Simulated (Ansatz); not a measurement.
# CHAlB+ (triplet): from Hartree-Fock to the top rungs, cc-pVDZ

Aim: climb from Hartree-Fock through coupled cluster and multireference methods for CHAlB+ (triplet) at one geometry and basis, and see what each rung misses.

Computed with Ansatz 0.2.0, Gaussian basis. Level: cc-pVDZ, core rule «outside noble gas», up to 7 orbitals frozen.

The runs, in order: UHF; CCSD(T) on ROHF; CCSD(T) on UHF; BCCD(T) on ROHF; CISD as a restricted active space (open shells left free, so some higher excitations enter); CCSDT(Q) on ROHF; CCSDT(Q) on UHF; CASSCF and NEVPT2, 10 electrons in 10 orbitals.

21 further runs of the same task are left out: 11 that didn't finish, 10 set aside as unsound or not needed. Runs told in other sessions of the task aren't counted.

## Step 1: The system

The geometry is a PBE0/def2-TZVP stationary point (not a proven minimum) of the parent state, kept for this charge and spin.

4 atoms, charge 1, spin multiplicity 3.

Atoms are counted from 1 here; the program's logs count them from 0.

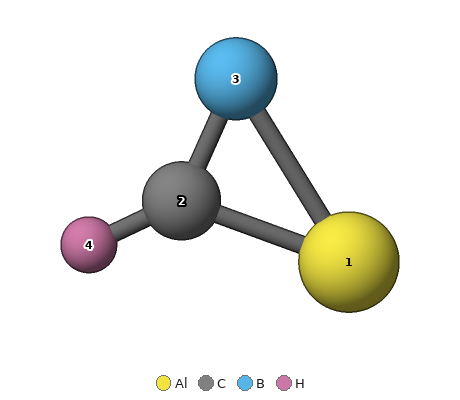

The structure; aluminium yellow, carbon grey, boron blue, hydrogen pink; atoms are numbered from 1 in the order of the file.

In the tables R marks a restricted open-shell determinant and U an unrestricted one; 'frontier' is the active space of 10 electrons in 10 orbitals; energies count from the table's Hartree-Fock row.

## Step 2: UHF

in.yaml reads:

```yaml
crystal:
  periodic: [false, false, false]
  atoms:
    - {symbol: Al, position_ang: [0.000000, 0.016173, 0.919434]}
    - {symbol: C, position_ang: [0.000000, 0.565027, -0.875065]}
    - {symbol: B, position_ang: [0.000000, -0.810360, -1.194541]}
    - {symbol: H, position_ang: [0.000000, 1.525932, -1.372524]}
basis:
  gaussian: {orbitals: cc-pVDZ}
total_charge: 1
magnetization: {spin_polarized: true, initial_magnetization: 2}
hamiltonian: {xc: hf}
output: {orbitals: {seedname: orbitals}}
```

Command:

```
$ ansatz run in.yaml --threads 1 --pin off --events-out ev --progress --plain --max-ram 2393MiB
```

Output:

```text
Functional definition: HF
  name "HF"
  cite "Fock, Z. Phys. 61, 126 (1930) doi:10.1007/BF01340294"
  parent pbe
  exchange = exact_x
  correlation = 0
491 factors; integrals over basis functions are off by at most 1.3e-3 eV
mean field evaluation 1: about -8281.7013 eV, gradient 3.6e1 eV
mean field evaluation 2: about -8281.8326 eV, gradient 3.6e1 eV
mean field evaluation 4: about -8289.5671 eV, gradient 3.4e0 eV
mean field evaluation 8: about -8289.8358 eV, gradient 4.5e-1 eV
mean field evaluation 16: about -8289.8556 eV, gradient 1.7e-5 eV
mean field evaluation 32: about -8288.9845 eV, gradient 2.5e0 eV
mean field evaluation 64: about -8289.1221 eV, gradient 6.1e-1 eV
mean field evaluation 96: about -8287.5143 eV, gradient 3.7e0 eV
mean field evaluation 128: about -8287.8686 eV, gradient 2.3e0 eV
mean field evaluation 160: about -8283.2471 eV, gradient 5.5e0 eV
mean field evaluation 192: about -8283.0993 eV, gradient 1.0e1 eV
mean field evaluation 224: about -8288.4394 eV, gradient 2.8e-2 eV
mean field -8289.85564005 eV, -304.6465757059 hartree, gradient 2.3e-5 eV, S^2 2.053381; 7 other end points of the search recorded, 0 dependent functions left out
reference -8289.85564005 eV, -304.6465757059 hartree; 13, 11 occupied and 38, 40 virtual orbitals, 491 factors
Total energy: -8289.85564005 eV, -304.6465757059 hartree
```

It took 2 s on 1 thread of Intel Xeon at 2.60GHz, shared host.

From the report: ⟨S²⟩ of the determinant 2.053 (pure triplet: 2.00).

## Step 3: CCSD(T) on ROHF

Changes to in.yaml since step 2:

```diff
@@ -10,4 +10,4 @@
 total_charge: 1
-magnetization: {spin_polarized: true, initial_magnetization: 2}
-hamiltonian: {xc: hf}
-output: {orbitals: {seedname: orbitals}}
+magnetization: {spin_polarized: false, initial_magnetization: 2}
+correlation: {method: ccsd_t, electrons: outside_noble_gas}
+output: {forces: true}
```

The command is unchanged.

Output (excerpt; [...] marks lines left out):

```text
Functional definition: HF
  name "HF"
  cite "Fock, Z. Phys. 61, 126 (1930) doi:10.1007/BF01340294"
  parent pbe
[...]
491 factors; integrals over basis functions are off by at most 1.3e-3 eV
[...]
mean field -8289.73221292 eV, -304.6420398427 hartree, gradient 1.8e-6 eV, S^2 2.000000; 6 other end points of the search recorded, 0 dependent functions left out
[...]
determinant -8289.73221292 eV, -304.6420398427 hartree, with singles and doubles -8296.06823595 eV, -304.8748843942 hartree
determinant -8288.80631855 eV, -304.6080138518 hartree, with singles and doubles -8295.10678901 eV, -304.8395518709 hartree
determinant -8288.37886236 eV, -304.5923051269 hartree, with singles and doubles -8295.10032144 eV, -304.8393141919 hartree
determinant -8287.08419043 eV, -304.5447268109 hartree, with singles and doubles -8293.89609638 eV, -304.7950597373 hartree
7 core orbitals not correlated: weight in the atoms' cores, before any rotation towards them, 1.000 or more for the frozen orbitals, at most 0.000 for the correlated occupied ones
reference -8289.73221292 eV, -304.6420398427 hartree; 6, 4 occupied and 38, 40 virtual orbitals, 491 factors
second order -5.71214329 eV of doubles, -0.04855558 eV of singles
cycle   1  -6.33634438 eV  change   -3.2e-4 eV  update   2.1e-3
[...]
cycle  12  -6.33731276 eV  change    1.2e-7 eV  update   6.8e-7
perturbative correction -0.33719207 eV, -0.0123915801 hartree
[...]
Total energy: -8296.40671776 eV, -304.8873233712 hartree
Atom 0 at     0.000000     0.016173     0.919434 Å, force     0.000000     0.271371     1.902027 eV/Å
Atom 1 at     0.000000     0.565027    -0.875065 Å, force     0.000000    -1.372540    -1.254847 eV/Å
Atom 2 at     0.000000    -0.810360    -1.194541 Å, force    -0.000000     0.348324    -0.713523 eV/Å
Atom 3 at     0.000000     1.525932    -1.372524 Å, force    -0.000000     0.752845     0.066342 eV/Å
Dipole moment:    -0.000000    -0.078345     0.364519 e Å
```

Wall time 8.5 s (1 thread of Intel Xeon at 2.60GHz, shared host).

From the report: correlation -6.6745 eV; T1 0.033; largest double amplitude 0.09.

## Step 4: CCSD(T) on UHF

Changes to in.yaml since step 3:

```diff
@@ -10,3 +10,3 @@
 total_charge: 1
-magnetization: {spin_polarized: false, initial_magnetization: 2}
+magnetization: {spin_polarized: true, initial_magnetization: 2}
 correlation: {method: ccsd_t, electrons: outside_noble_gas}
```

The command is unchanged.

Output (excerpt; [...] marks lines left out):

```text
Functional definition: HF
  name "HF"
  cite "Fock, Z. Phys. 61, 126 (1930) doi:10.1007/BF01340294"
  parent pbe
[...]
491 factors; integrals over basis functions are off by at most 1.3e-3 eV
[...]
mean field -8289.85564005 eV, -304.6465757059 hartree, gradient 2.1e-6 eV, S^2 2.053382; 19 other end points of the search recorded, 0 dependent functions left out
determinant -8289.85564005 eV, -304.6465757059 hartree, with singles and doubles -8296.07251184 eV, -304.8750415301 hartree
determinant -8289.11708783 eV, -304.6194344124 hartree, with singles and doubles -8295.03413265 eV, -304.8368817989 hartree
determinant -8289.08433085 eV, -304.6182306155 hartree, with singles and doubles -8295.07227669 eV, -304.8382835665 hartree
determinant -8288.94042756 eV, -304.6129422672 hartree, with singles and doubles -8295.12265570 eV, -304.8401349607 hartree
[...]
7 core orbitals not correlated: weight in the atoms' cores, before any rotation towards them, 1.000 or more for the frozen orbitals, at most 0.000 for the correlated occupied ones
reference -8289.85564005 eV, -304.6465757059 hartree; 6, 4 occupied and 38, 40 virtual orbitals, 491 factors
second order -5.60838190 eV of doubles, -0.00000000 eV of singles
cycle   1  -6.21740850 eV  change   -5.4e-4 eV  update   2.2e-3
[...]
cycle  13  -6.21891994 eV  change   -1.1e-7 eV  update   3.1e-7
perturbative correction -0.32944655 eV, -0.0121069373 hartree
[...]
Total energy: -8296.40400654 eV, -304.8872237356 hartree
Atom 0 at     0.000000     0.016173     0.919434 Å, force     0.000000     0.275028     1.898405 eV/Å
Atom 1 at     0.000000     0.565027    -0.875065 Å, force    -0.000000    -1.393323    -1.249714 eV/Å
Atom 2 at     0.000000    -0.810360    -1.194541 Å, force    -0.000000     0.367639    -0.713927 eV/Å
Atom 3 at     0.000000     1.525932    -1.372524 Å, force     0.000000     0.750656     0.065237 eV/Å
Dipole moment:    -0.000000    -0.079537     0.363988 e Å
```

It took 14 s on 1 thread of Intel Xeon at 2.60GHz, shared host.

From the report: ⟨S²⟩ of the determinant 2.053 (pure triplet: 2.00); correlation -6.5484 eV; T1 0.031; largest double amplitude 0.08.

## Step 5: BCCD(T) on ROHF

Changes to in.yaml since step 4:

```diff
@@ -10,4 +10,3 @@
 total_charge: 1
-magnetization: {spin_polarized: true, initial_magnetization: 2}
-correlation: {method: ccsd_t, electrons: outside_noble_gas}
-output: {forces: true}
+magnetization: {spin_polarized: false, initial_magnetization: 2}
+correlation: {method: bccd_t, electrons: outside_noble_gas}
```

The command is unchanged.

Output (excerpt; [...] marks lines left out):

```text
Functional definition: HF
  name "HF"
  cite "Fock, Z. Phys. 61, 126 (1930) doi:10.1007/BF01340294"
  parent pbe
[...]
491 factors; integrals over basis functions are off by at most 1.3e-3 eV
[...]
mean field -8289.73221292 eV, -304.6420398427 hartree, gradient 1.8e-6 eV, S^2 2.000000; 6 other end points of the search recorded, 0 dependent functions left out
[...]
determinant -8289.73221292 eV, -304.6420398427 hartree, with singles and doubles -8296.06823595 eV, -304.8748843942 hartree
determinant -8288.80631855 eV, -304.6080138518 hartree, with singles and doubles -8295.10678901 eV, -304.8395518709 hartree
determinant -8288.37886236 eV, -304.5923051269 hartree, with singles and doubles -8295.10032144 eV, -304.8393141919 hartree
determinant -8287.08419043 eV, -304.5447268109 hartree, with singles and doubles -8293.89609638 eV, -304.7950597373 hartree
7 core orbitals not correlated: weight in the atoms' cores, before any rotation towards them, 1.000 or more for the frozen orbitals, at most 0.000 for the correlated occupied ones
reference -8289.73221292 eV, -304.6420398427 hartree; 6, 4 occupied and 38, 40 virtual orbitals, 491 factors
second order -5.71214329 eV of doubles, -0.04855558 eV of singles
cycle   1  -6.31595764 eV  change    2.0e-2 eV  update   1.4e-2
[...]
cycle  11  -6.32065713 eV  change   -1.1e-6 eV  update   8.4e-6
perturbative correction -0.35413809 eV, -0.0130143347 hartree
Total energy: -8296.40700814 eV, -304.8873340427 hartree
```

It took 6.5 s on 1 thread of Intel Xeon at 2.60GHz, shared host.

From the report: correlation -6.6748 eV; largest double amplitude 0.08.

## Step 6: CISD as a restricted active space (open shells left free, so some higher excitations enter)

Changes to in.yaml since step 5:

```diff
@@ -11,2 +11,2 @@
 magnetization: {spin_polarized: false, initial_magnetization: 2}
-correlation: {method: bccd_t, electrons: outside_noble_gas}
+correlation: {active_space: {ras: {orbitals: [4, 2, 38], electrons: 10, max_holes: 2, max_particles: 2}, fixed_orbitals: true}}
```

The command is unchanged.

Output:

```text
Functional definition: HF
  name "HF"
  cite "Fock, Z. Phys. 61, 126 (1930) doi:10.1007/BF01340294"
  parent pbe
  exchange = exact_x
  correlation = 0
491 factors; integrals over basis functions are off by at most 1.3e-3 eV
mean field evaluation 1: about -8282.1084 eV, gradient 4.6e1 eV
mean field evaluation 2: about -8282.2383 eV, gradient 4.5e1 eV
mean field evaluation 4: about -8289.3863 eV, gradient 5.4e0 eV
mean field evaluation 8: about -8289.7216 eV, gradient 7.0e-1 eV
mean field evaluation 16: about -8289.7322 eV, gradient 1.8e-6 eV
mean field evaluation 32: about -8279.2191 eV, gradient 4.6e1 eV
mean field evaluation 64: about -8289.2760 eV, gradient 6.7e0 eV
mean field -8289.73221292 eV, -304.6420398427 hartree, gradient 1.8e-6 eV, S^2 2.000000; 5 other end points of the search recorded, 0 dependent functions left out
reference -8289.73221292 eV, -304.6420398427 hartree; 13, 11 occupied and 38, 40 virtual orbitals, 491 factors
state -8295.58733834 eV, -304.8572117330 hartree
Total energy: -8295.58733834 eV, -304.8572117330 hartree
```

Run time: 2.6 s. Hardware: 1 thread of Intel Xeon at 2.60GHz, shared host.

From the report: 106,786 determinants.

## Step 7: CCSDT(Q) on ROHF

Changes to in.yaml since step 6:

```diff
@@ -11,2 +11,2 @@
 magnetization: {spin_polarized: false, initial_magnetization: 2}
-correlation: {active_space: {ras: {orbitals: [4, 2, 38], electrons: 10, max_holes: 2, max_particles: 2}, fixed_orbitals: true}}
+correlation: {method: ccsdt_q, electrons: outside_noble_gas}
```

Launched as before.

Output (excerpt; [...] marks lines left out):

```text
Functional definition: HF
  name "HF"
  cite "Fock, Z. Phys. 61, 126 (1930) doi:10.1007/BF01340294"
  parent pbe
[...]
970 factors; integrals over basis functions are off by at most 2.0e-7 eV
[...]
mean field -8289.73227102 eV, -304.6420419777 hartree, gradient 1.7e-6 eV, S^2 2.000000; 6 other end points of the search recorded, 0 dependent functions left out
[...]
determinant -8289.73227102 eV, -304.6420419777 hartree, with singles and doubles -8296.06828950 eV, -304.8748863622 hartree
determinant -8288.80637398 eV, -304.6080158891 hartree, with singles and doubles -8295.10684415 eV, -304.8395538971 hartree
determinant -8288.37892123 eV, -304.5923072903 hartree, with singles and doubles -8295.10038150 eV, -304.8393163992 hartree
determinant -8287.08425350 eV, -304.5447291286 hartree, with singles and doubles -8293.89615662 eV, -304.7950619509 hartree
7 core orbitals not correlated: weight in the atoms' cores, before any rotation towards them, 1.000 or more for the frozen orbitals, at most 0.000 for the correlated occupied ones
reference -8289.73227102 eV, -304.6420419777 hartree; 6, 4 occupied and 38, 40 virtual orbitals, 970 factors
second order -5.71215680 eV of doubles, -0.04855576 eV of singles
cycle   1  -6.00780562 eV  change   -2.5e-1 eV  update   9.9e-2
[...]
cycle  22  -6.70925760 eV  change   -5.0e-7 eV  update   7.6e-7
perturbative correction -0.02666912 eV, -0.0009800719 hartree
Total energy: -8296.46819774 eV, -304.8895827188 hartree
```

Run time: 41 s. Hardware: 1 thread of Intel Xeon at 2.60GHz, shared host; peak memory 0.48 GiB.

From the report: correlation -6.7359 eV; T1 0.035; largest double amplitude 0.09.

## Step 8: CCSDT(Q) on UHF

Changes to in.yaml since step 7:

```diff
@@ -10,3 +10,3 @@
 total_charge: 1
-magnetization: {spin_polarized: false, initial_magnetization: 2}
+magnetization: {spin_polarized: true, initial_magnetization: 2}
 correlation: {method: ccsdt_q, electrons: outside_noble_gas}
```

Launched as before.

Output (excerpt; [...] marks lines left out):

```text
Functional definition: HF
  name "HF"
  cite "Fock, Z. Phys. 61, 126 (1930) doi:10.1007/BF01340294"
  parent pbe
[...]
970 factors; integrals over basis functions are off by at most 2.0e-7 eV
[...]
mean field -8289.85569867 eV, -304.6465778600 hartree, gradient 6.9e-6 eV, S^2 2.053382; 19 other end points of the search recorded, 0 dependent functions left out
determinant -8289.85569867 eV, -304.6465778600 hartree, with singles and doubles -8296.07256490 eV, -304.8750434803 hartree
determinant -8289.11714620 eV, -304.6194365575 hartree, with singles and doubles -8295.03418752 eV, -304.8368838153 hartree
determinant -8289.08439045 eV, -304.6182328059 hartree, with singles and doubles -8295.07233001 eV, -304.8382855260 hartree
determinant -8288.94048319 eV, -304.6129443117 hartree, with singles and doubles -8295.12271019 eV, -304.8401369634 hartree
[...]
determinant -8287.41251132 eV, -304.5567923810 hartree, with singles and doubles -8293.38391843 eV, -304.7762375449 hartree
determinant -8287.18403421 eV, -304.5483960020 hartree, with singles and doubles -8293.83677348 eV, -304.7928796611 hartree
determinant -8286.39199810 eV, -304.5192892119 hartree, with singles and doubles -8291.72301935 eV, -304.7152006296 hartree
7 core orbitals not correlated: weight in the atoms' cores, before any rotation towards them, 1.000 or more for the frozen orbitals, at most 0.000 for the correlated occupied ones
reference -8289.85569867 eV, -304.6465778600 hartree; 6, 4 occupied and 38, 40 virtual orbitals, 970 factors
second order -5.60839492 eV of doubles, -0.00000000 eV of singles
cycle   1  -5.87844012 eV  change   -2.7e-1 eV  update   9.7e-2
[...]
cycle  22  -6.58688034 eV  change   -2.8e-7 eV  update   7.8e-7
perturbative correction -0.02922548 eV, -0.0010740165 hartree
Total energy: -8296.47180449 eV, -304.8897152643 hartree
```

Run time: 44 s. Hardware: 1 thread of Intel Xeon at 2.60GHz, shared host; peak memory 0.41 GiB.

From the report: ⟨S²⟩ of the determinant 2.053 (pure triplet: 2.00); correlation -6.6161 eV; T1 0.034; largest double amplitude 0.09.

## Step 9: CASSCF and NEVPT2, 10 electrons in 10 orbitals

Changes to in.yaml since step 8:

```diff
@@ -10,3 +10,3 @@
 total_charge: 1
-magnetization: {spin_polarized: true, initial_magnetization: 2}
-correlation: {method: ccsdt_q, electrons: outside_noble_gas}
+magnetization: {spin_polarized: false, initial_magnetization: 2}
+correlation: {method: sc_nevpt2, electrons: outside_noble_gas, active_space: {window: {electrons: 10, orbitals: 10}}}
```

Same command.

Output:

```text
Functional definition: HF
  name "HF"
  cite "Fock, Z. Phys. 61, 126 (1930) doi:10.1007/BF01340294"
  parent pbe
  exchange = exact_x
  correlation = 0
491 factors; integrals over basis functions are off by at most 1.3e-3 eV
mean field evaluation 1: about -8282.1084 eV, gradient 4.6e1 eV
mean field evaluation 2: about -8282.2383 eV, gradient 4.5e1 eV
mean field evaluation 4: about -8289.3863 eV, gradient 5.4e0 eV
mean field evaluation 8: about -8289.7216 eV, gradient 7.0e-1 eV
mean field evaluation 16: about -8289.7322 eV, gradient 1.8e-6 eV
mean field evaluation 32: about -8279.2191 eV, gradient 4.6e1 eV
mean field evaluation 64: about -8289.2760 eV, gradient 6.7e0 eV
mean field -8289.73221292 eV, -304.6420398427 hartree, gradient 1.8e-6 eV, S^2 2.000000; 5 other end points of the search recorded, 0 dependent functions left out
reference -8289.73221292 eV, -304.6420398427 hartree; 13, 11 occupied and 38, 40 virtual orbitals, 491 factors
state -8292.50738082 eV, -304.7440253819 hartree
state -8292.50738082 eV, -304.7440253819 hartree; corrected -8295.34620473 eV, -304.8483502362 hartree
Total energy: -8295.34620473 eV, -304.8483502362 hartree
```

It took 19 s on 1 thread of Intel Xeon at 2.60GHz, shared host.

From the report: 32,144 determinants; active occupations 1.98, 1.98, 1.97, 1.94, 1.00, 1.00, 0.06, 0.04, 0.02, 0.02.

## Step 10: The ladder

The yardstick is UCCSDT(Q), where the cluster series has nearly closed. Rows without a time are mean-field rows or come out of runs for another level: lower rungs of the coupled-cluster runs, CASSCF and MRCISD of the multireference runs, or the Hartree-Fock search. The times of RCCSD(T), UCCSD(T) include forces.

Differences are taken before rounding.

```csv
method,energy from the lowest ROHF (meV),from UCCSDT(Q) (meV),time
ROHF,0.0,+6739.6,
UHF,-123.4,+6616.2,
RMP2,-5760.7,+978.9,
UMP2,-5731.8,+1007.8,
CISD,-5855.1,+884.5,2.6 s
RCCSD,-6337.3,+402.3,
UCCSD,-6342.3,+397.2,
RCCSD(T),-6674.5,+65.1,8.5 s
UCCSD(T),-6671.8,+67.8,14 s
BCCD(T),-6674.8,+64.8,6.5 s
RCCSDT,-6709.3,+30.3,
UCCSDT,-6710.4,+29.2,
RCCSDT(Q),-6736.0,+3.6,41 s
UCCSDT(Q),-6739.6,0,44 s
CASSCF frontier,-2775.2,+3964.4,
NEVPT2 frontier,-5614.0,+1125.6,19 s
```

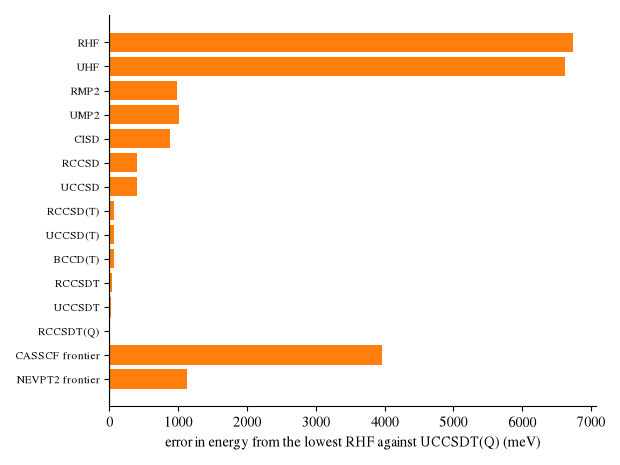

Error of each method against UCCSDT(Q).

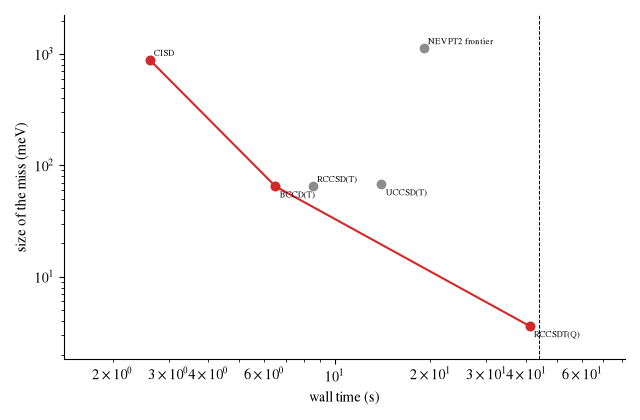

Miss against cost. Red marks the levels that no quicker level drawn beats (of those quicker than the yardstick), and the dashed line is the time of UCCSDT(Q). Times are from a shared host.

## Step 11: What came out

| quantity | value |
| --- | --- |
| UCCSDT(Q) from the ROHF energy | -6.7396 eV |
| RMP2 from UCCSDT(Q) | +978.9 meV |
| UMP2 from UCCSDT(Q) | +1007.8 meV |
| RCCSD from UCCSDT(Q) | +402.3 meV |
| RCCSD(T) from UCCSDT(Q) | +65.1 meV |
| UCCSD(T) from UCCSDT(Q) | +67.8 meV |
| RCCSDT(Q) from UCCSDT(Q) | +3.6 meV |
| NEVPT2 frontier from UCCSDT(Q) | +1125.6 meV |
| levels within 1 kcal/mol (43 meV) | RCCSDT, UCCSDT, RCCSDT(Q) |
| T1 diagnostic | 0.033 |

What this shows: RCCSD(T) lands +65.1 meV from the yardstick (1.0 % of the correlation energy). These misses are within one basis, not against nature; the frozen cores of restricted and unrestricted runs differ, which can shift their rows.

With open shells the CI space here admits some higher excitations, so it is larger than plain CISD.

For cost: RCCSDT(Q) gets within 3.6 meV in 41 s, where UCCSDT(Q) took 44 s; the quickest level in the cost chart, CISD, takes 2.6 s and misses by 884.5 meV.
